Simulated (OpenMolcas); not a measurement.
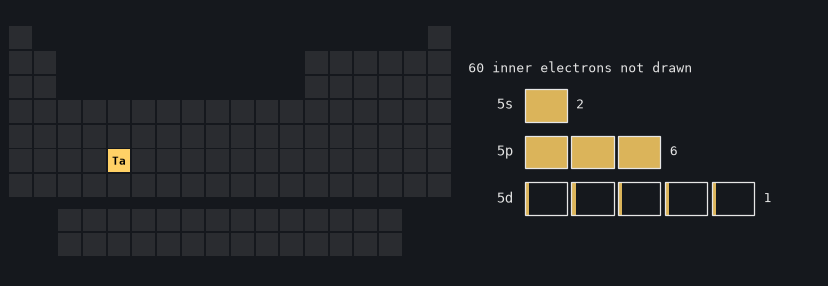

Fig. 1: Left, the place of tantalum in the periodic table; right, the outer shells of the leading configuration of the lowest level: a box for each of the 2l + 1 orbitals, shaded by the share of the shell that is filled, with the electron count at the right.

# Run report: Ta⁴⁺ complex, multiconfigurational calculation

Ta⁴⁺ with 6 ligands (Cl; octahedron, 2.32 Å), neutralised by 6 outer point charges of +0.33 e, whose field is part of the energies. Computed at this level: state-averaged CASSCF, active space 1 electron in the shell 5d, basis ANO-RCC-VTZP on the metal and ANO-RCC-VDZP on the ligands, DKH2 scalar Hamiltonian, spin-orbit coupling by RASSI with atomic mean-field integrals (OpenMolcas).

### Log (extracts)
```
--- SEWARD ---
Basis set label: TA.ANO-RCC...8S7P5D3F2G1H.

      Electronic valence basis set:
      ------------------
      Associated Effective Charge  73.000000 au
      Associated Actual Charge     73.000000 au
      Nuclear Model: Point charge

      Shell  nPrim  nBasis  Cartesian Spherical Contaminant
         s      24       8        X
         p      21       7        X
         d      15       5                 X
         f      11       3                 X
         g       4       2                 X
         h       2       1                 X
                  Relativistic Douglas-Kroll-Hess integrals:
                    - DKH order of Hamiltonian: 2
                    - DKH order of Properties : 0
                  Atomic mean-field integrals
--- RASSCF ---
Wave function specifications:
      -----------------------------

      Number of closed shell electrons         176
      Number of electrons in active shells       1
      Max number of holes in RAS1 space          0
      Max nr of electrons in RAS3 space          0
      Number of inactive orbitals               88
      Number of active orbitals                  5
      Number of secondary orbitals             119
      Spin quantum number                      0.5
      State symmetry                             1
Orbital specifications:
      -----------------------

      Symmetry species                           1   2
                                                ag  au
      Frozen orbitals                            0   0
      Inactive orbitals                         42  46
      Active orbitals                            5   0
      RAS1 orbitals                              0   0
      RAS2 orbitals                              5   0
      RAS3 orbitals                              0   0
      Secondary orbitals                        58  61
      Deleted orbitals                           0   0
      Number of basis functions                105 107
      Number of CSFs                             5
      Number of root(s) required                 5
      Iter CI   SX   CI       RASSCF       Energy    max ROT     max BLB   max BLB  Level Ln srch  Step   QN
          iter iter root      energy       change     param      element    value   shift minimum  type update
 Nr of preliminary CI iterations:   1
      Total energies have been shifted. Add               -18000.00 au
        1   1   16    0  -355.33027159    0.00E+00   1.12E-01*  42  45 1  3.34E-01*  0.89   0.00    SX    NO
        2   1   17    0  -356.02545334   -6.95E-01* -8.97E-02   42  45 1  2.23E-01*  0.66   0.00    SX    NO
        3   1   16    0  -356.21906834   -1.94E-01* -3.82E-02   42  45 1  1.01E-01*  0.74   0.00    SX    NO
        4   1   16    0  -356.25557705   -3.65E-02*  2.18E-02   13  50 2 -5.54E-02*  0.76   0.00    SX    NO
        5   1   15    0  -356.26717380   -1.16E-02*  2.55E-02   11  48 2  4.67E-02*  0.75   1.22    QN   YES
        6   1   14    0  -356.27431649   -7.14E-03* -1.22E-02   11  48 2  1.38E-02*  0.76   1.33    QN   YES
        7   1   13    0  -356.27507644   -7.60E-04* -6.07E-03   36  45 1  2.55E-03*  0.75   1.27    QN   YES
        8   1   12    0  -356.27518063   -1.04E-04* -3.72E-03   42  45 1 -1.15E-03*  0.75   1.44    QN   YES
        9   1   11    0  -356.27520607   -2.54E-05* -1.38E-03   42  45 1 -6.71E-04*  0.75   1.29    QN   YES
       10   1   10    0  -356.27521028   -4.21E-06* -5.84E-04   42  45 1 -2.69E-04*  0.75   1.38    QN   YES
       11   1    9    0  -356.27521127   -9.95E-07* -1.80E-04   36  45 1 -1.22E-04*  0.75   1.35    QN   YES
       12   1    9    0  -356.27521147   -2.00E-07* -4.27E-05   11  48 2  4.89E-05   0.75   1.30    QN   YES
       13   1    7    0  -356.27521150   -3.20E-08*  3.06E-05   24  46 1 -1.54E-05   0.75   1.30    QN   YES
       14   1    7    0  -356.27521151   -5.81E-09   2.08E-05   36  45 1  9.95E-06   0.75   1.41    QN   YES
      Convergence after 14 iterations
       15   1    7    0  -356.27521151   -1.67E-09   2.08E-05   11  48 2 -4.64E-06   0.75   1.41    QN   YES
      Natural orbitals and occupation numbers for root  1
      sym 1:   1.000000  -0.000000   0.000000  -0.000000   0.000000
      Natural orbitals and occupation numbers for root  2
      sym 1:   0.000000   0.000000   0.000000   1.000000  -0.000000
      Natural orbitals and occupation numbers for root  3
      sym 1:   0.000000   1.000000   0.000000  -0.000000  -0.000000
::    RASSCF root number  1 Total energy: -18356.32943479
::    RASSCF root number  2 Total energy: -18356.32943479
::    RASSCF root number  3 Total energy: -18356.32943479
::    RASSCF root number  4 Total energy: -18356.19387659
::    RASSCF root number  5 Total energy: -18356.19387659
--- RASSI ---
SPIN-FREE ENERGIES:
  (Shifted by EMIN (a.u.) =     -18356.3294347915)

 SF State       Relative EMIN(au)   Rel lowest level(eV)    D:o, cm**(-1)

     1             0.0000000000        0.0000000000              0.0000
     2             0.0000000000        0.0000000000              0.0000
     3             0.0000000000        0.0000000000              0.0000
     4             0.1355581987        3.6887265039          29751.5857
     5             0.1355581987        3.6887265039          29751.5857
     Dipole printing threshold changed to   1.00000000E+00
Eigenvalues of complex Hamiltonian:
   -----------------------------------
  (Shifted by EMIN (a.u.) =     -18356.3294347915)

 SO State       Relative EMIN(au)   Rel lowest level(eV)    D:o, cm**(-1)

     1            -0.0055134737        0.0000000000              0.0000
     2            -0.0055134737        0.0000000000              0.0000
     3            -0.0055134737        0.0000000003              0.0000
     4            -0.0055134737        0.0000000003              0.0000
     5             0.0092087383        0.4006117975           3231.1521
     6             0.0092087383        0.4006117975           3231.1521
     7             0.1364673032        3.8634937603          31161.1787
     8             0.1364673032        3.8634937607          31161.1787
     9             0.1364673032        3.8634937603          31161.1787
    10             0.1364673032        3.8634937607          31161.1787
Weights of the five most important spin-orbit-free states for each spin-orbit state.

 SO State  Total energy (au)           Spin-free states, spin, and weights
 -------------------------------------------------------------------------------------------------------
    1        -0.005513       2 0.5  0.5101    3 0.5  0.4623    1 0.5  0.0212    5 0.5  0.0064    4 0.5  0.0000
    2        -0.005513       2 0.5  0.5101    3 0.5  0.4623    1 0.5  0.0212    5 0.5  0.0064    4 0.5  0.0000
    3        -0.005513       1 0.5  0.6412    3 0.5  0.2001    2 0.5  0.1523    4 0.5  0.0064    5 0.5  0.0000
    4        -0.005513       1 0.5  0.6412    3 0.5  0.2001    2 0.5  0.1523    4 0.5  0.0064    5 0.5  0.0000
    5         0.009209       3 0.5  0.3333    2 0.5  0.3333    1 0.5  0.3333    4 0.5  0.0000    5 0.5  0.0000
    6         0.009209       3 0.5  0.3333    2 0.5  0.3333    1 0.5  0.3333    4 0.5  0.0000    5 0.5  0.0000
    7         0.136467       5 0.5  0.6968    4 0.5  0.2968    3 0.5  0.0032    2 0.5  0.0023    1 0.5  0.0009
    8         0.136467       4 0.5  0.6968    5 0.5  0.2968    1 0.5  0.0034    2 0.5  0.0020    3 0.5  0.0011
    9         0.136467       5 0.5  0.6968    4 0.5  0.2968    3 0.5  0.0032    2 0.5  0.0023    1 0.5  0.0009
   10         0.136467       4 0.5  0.6968    5 0.5  0.2968    1 0.5  0.0034    2 0.5  0.0020    3 0.5  0.0011
 -------------------------------------------------------------------------------------------------------
```

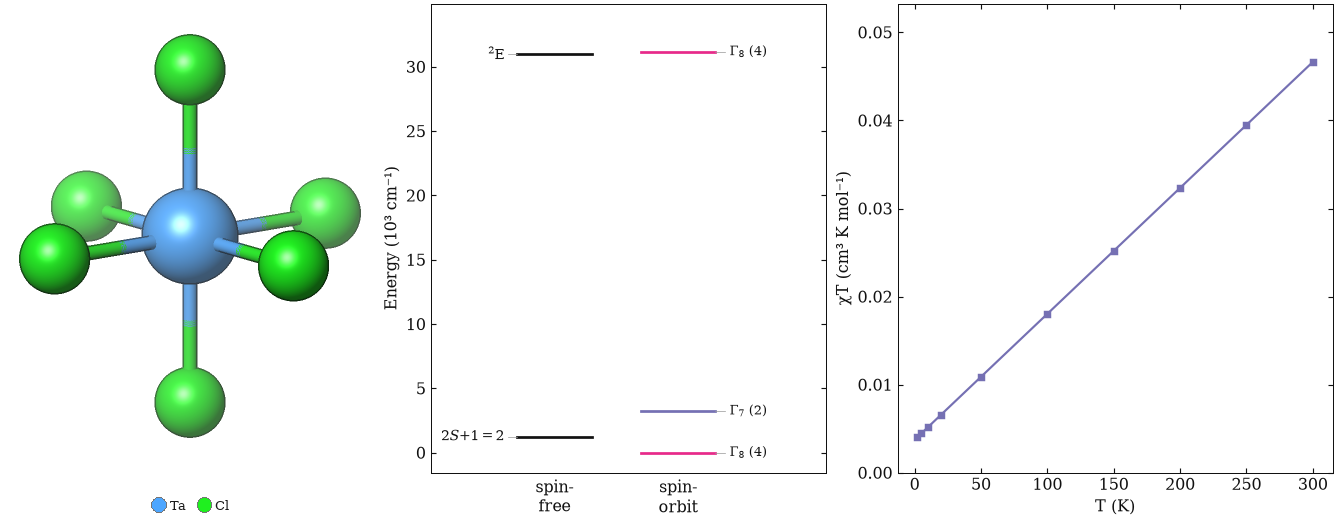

Fig. 2: Ta⁴⁺ (5d) with 6 ligands, Cl⁻, at 2.32 Å (arrangement: octahedron, Oh), neutralised by outer point charges of +0.33 e, and its levels and susceptibility. Labels give the representation in O, Td, D4 or D3 as the site allows (double group for half-integer spin) where it could be assigned and, in brackets, the degeneracy; spin-free states, where drawn, share the zero of the spin-orbit levels. Powder susceptibility by Van Vleck's formula. The ground level is Γ₈, 4-fold degenerate, 100 % from states of spin multiplicity 2. The next level lies at 3,230 cm⁻¹ (Γ₇). A ligand-field fit to the spin-free states gives |10Dq| = 29,800 cm⁻¹. χT is close to 0 cm³ K mol⁻¹ at 2 K and 0.0466 at 300 K, an effective moment of 0.61 μB. The active orbitals hold 65 to 85 % metal character (Löwdin), and the Mulliken charge of the metal is +1.40.

### The input
```
&GATEWAY
Coord
7

Ta 0.0 0.0 0.0
Cl 2.320000 0.000000 0.000000
Cl 0.000000 2.320000 0.000000
Cl -2.320000 0.000000 0.000000
Cl 0.000000 -2.320000 0.000000
Cl 0.000000 0.000000 2.320000
Cl 0.000000 0.000000 -2.320000
Basis=Ta.ANO-RCC-VTZP,Cl.ANO-RCC-VDZP
Group=XYZ
NoMove
AngMom=0.0 0.0 0.0
AMFI
RICD
XField
3 Angstrom 0
5.520000 0.000000 0.000000 0.333333
0.000000 5.520000 0.000000 0.333333
0.000000 0.000000 5.520000 0.333333
&SEWARD
&RASSCF
FileOrb=start.orb
Symmetry=1
Spin=2
nActEl=1 0 0
Inactive=42 46
Ras2=5 0
CIRoot=5 5 1
SDav=5
CIMx=300
Iter=150 100
PrWF=0.3
OrbListing=Nothing
MaxOrb=0
LevShft=1.0
>>> COPY $Project.JobIph JOB001
&RASSI
NrOfJobIphs=1 5
1 2 3 4 5
IphNames
JOB001
EJob
SpinOrbit
DIPRint=1.0
SOCoupling=1000.0
Subsets=2
Property=9
'ANGMOM' 1 'ANGMOM' 2 'ANGMOM' 3 'MLTPL  1' 1 'MLTPL  1' 2 'MLTPL  1' 3
'AMFI' 1 'AMFI' 2 'AMFI' 3
SOProperty=3
'ANGMOM' 1 'ANGMOM' 2 'ANGMOM' 3
```

The file start.orb holds starting orbitals from an earlier step. A driver script formed the levels outside the program, from RASSI's spin-orbit matrix and the active-space energies, averaged over the components of each term or state.

Run as:
```bash
OMP_NUM_THREADS=1 MOLCAS_MEM=2457 MOLCAS_PROJECT=a pymolcas a.inp > a.log  # once for each step of the input, in one work folder
```

### Summary

- outcome: converged
- energy of the lowest spin-free term: −18356.32943 hartree
- energy of the lowest spin-orbit level: −18356.33495 hartree
- largest spread among components of a term: 0.0 cm⁻¹
- hardware: 1 thread of Intel Xeon @ 2.50GHz (Skylake/Cascade Lake), 16 GiB of memory available, shared host
- wall time: 45 s
- peak memory: 0.65 GiB

### Remarks

Caveats: covalent bonds, ligand orbitals missing from the active space; distances are set from ionic radii, not optimised.
